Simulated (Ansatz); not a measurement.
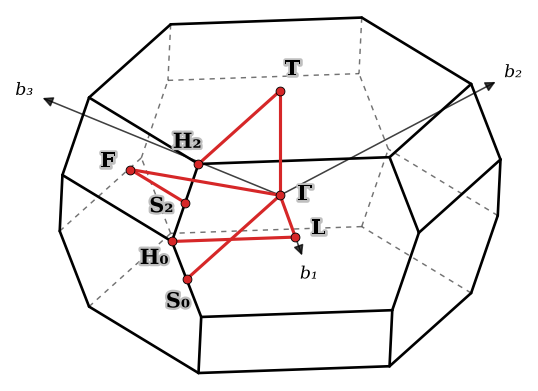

Crystal: Lu₄SiGe₂, the geometry relaxed (final pressure about -3.9 GPa) with Ansatz, DFT, PAW plane waves, pbe; the starting structure was generated, so it need not be a known form of this composition. The figure shows the first Brillouin zone with its special points and a band path. All values are computed from the atomic coordinates in the standard setting (tolerance 0.002 Å).

Labels and path follow the convention of Hinuma et al. (2017), as computed by seekpath; the arrows show the directions of the reciprocal primitive vectors b₁, b₂, b₃.

What lattice type do the shape and the labels point to?

A rhombohedral lattice (hR; extended symbol hR1). The zone is a truncated octahedron in its combinatorial type: 14 faces (6 with 4 edges, 8 with 6 edges), 36 edges, 24 vertices.

In which order does the conventional band path visit the special points?

Γ–T–H₂ | H₀–L–Γ–S₀ | S₂–F–Γ
